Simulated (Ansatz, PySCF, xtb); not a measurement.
Dissociation curve of MgCl, doublet.

Levels of theory: UKS-B3LYP/6-31G* = unrestricted B3LYP/6-31G*, spherical d run with PySCF; UKS-PBE = Ansatz (a quantum-chemistry and plane-wave program) with unrestricted PBE/cc-pVDZ; GFN1-xTB (xtb); UMP2 = MP2 on UHF/cc-pVDZ, 6 core orbitals frozen (PySCF).

Energies are in eV, each relative to the lowest point of its own curve near equilibrium.

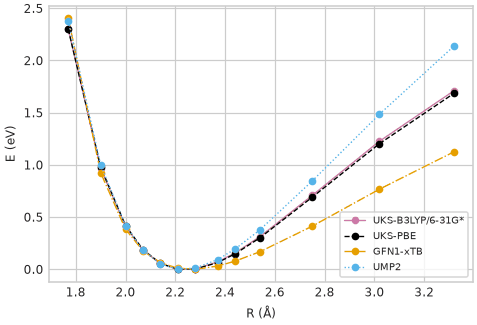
Energy against bond length for each method.

```csv
R / Å,UKS-B3LYP/6-31G*,UKS-PBE,GFN1-xTB,UMP2
1.77,2.298,2.300,2.406,2.378
1.90,0.969,0.979,0.925,1.000
2.00,0.410,0.419,0.383,0.419
2.07,0.182,0.188,0.178,0.182
2.14,0.053,0.056,0.063,0.051
2.21,0.000,0.000,0.010,0.000
2.28,0.004,0.001,0.000,0.011
2.37,0.070,0.064,0.030,0.092
2.44,0.156,0.147,0.077,0.193
2.54,0.312,0.301,0.168,0.377
2.75,0.707,0.690,0.412,0.845
3.02,1.226,1.203,0.767,1.485
3.32,1.711,1.686,1.126,2.139
```

At the longest distance, 3.32 Å, UMP2 lies highest above its minimum (2.139 eV) and GFN1-xTB lowest (1.126 eV).

The scan ran from 1.77 to 8.85 Å; beyond the distances shown one of the unrestricted levels run for this scan, shown here or not, changes its spin distribution in one step.
